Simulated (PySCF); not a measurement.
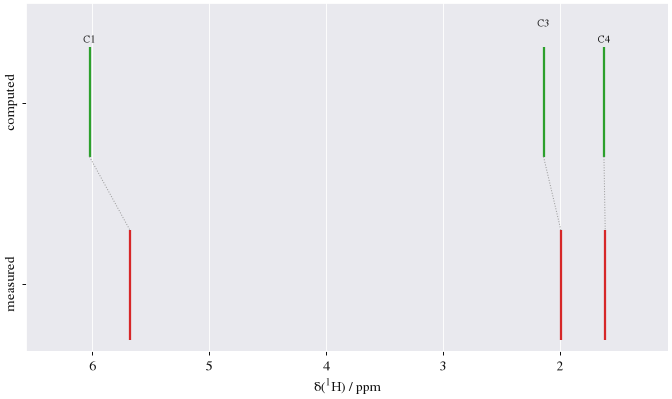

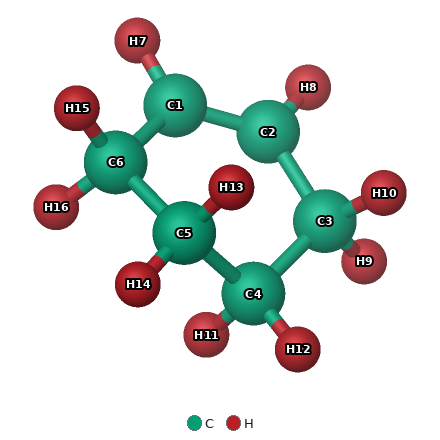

¹H shifts of C₆H₁₀ (cyclohexene), SMILES C1=CCCCC1 against TMS: GIAO PBE0/pcSseg-1 (PySCF) for one gas-phase conformer (GFN2-xTB, like atoms averaged; labels name one atom bearing the H of each set) above, published measurements (solution) below; dotted lines join the same nuclei. Only nuclei with a measured value are shown, one named for each set of like atoms.

> Is the order of the signals reproduced?

Yes, no dotted lines cross.

> Give the values.

```csv
nucleus,computed,measured
H on C1,6.03,5.68
H on C3,2.14,1.99
H on C4,1.62,1.61
```

Note: the tight-binding geometry is rougher than a DFT one and adds to the error.
